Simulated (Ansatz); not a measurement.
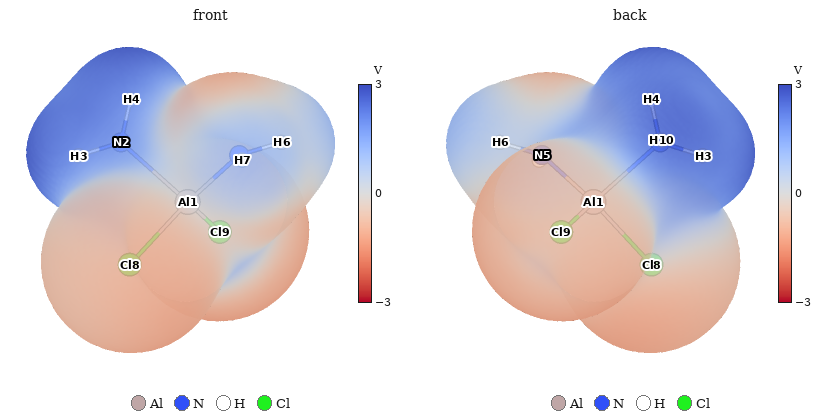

*AlCl2H5N2. The electrostatic potential painted on the density surface at 0.002 e/bohr³, seen from the front and from behind; the colour scale runs from red (negative) to blue (positive).*

Computed with RKS B3LYP-D4/def2-SVP (Ansatz).

```yaml
atoms:
  - { symbol: Al, position_ang: [-0.0510, 0.7265, 0.0489] }
  - { symbol: N, position_ang: [-0.1191, 0.0677, 1.9727] }
  - { symbol: H, position_ang: [-0.9195, -0.5530, 2.1185] }
  - { symbol: H, position_ang: [0.7388, -0.4531, 2.1732] }
  - { symbol: N, position_ang: [1.5264, 0.1444, -0.5682] }
  - { symbol: H, position_ang: [2.3092, 0.7782, -0.7077] }
  - { symbol: H, position_ang: [1.5755, -0.5892, -1.2709] }
  - { symbol: Cl, position_ang: [-1.7939, -0.2865, -0.6874] }
  - { symbol: Cl, position_ang: [-0.2332, 2.8291, 0.4409] }
  - { symbol: H, position_ang: [-0.1902, 0.8498, 2.6288] }
```

Question: Which sites attract a positive test charge, and which a negative one?

Answer: A positive charge is drawn to the negative regions and a negative charge to the positive ones. The most negative region (about −1.2 V) lies over Cl8 and Cl9, the most positive (about +2.6 V) over H3, H4 and H10.
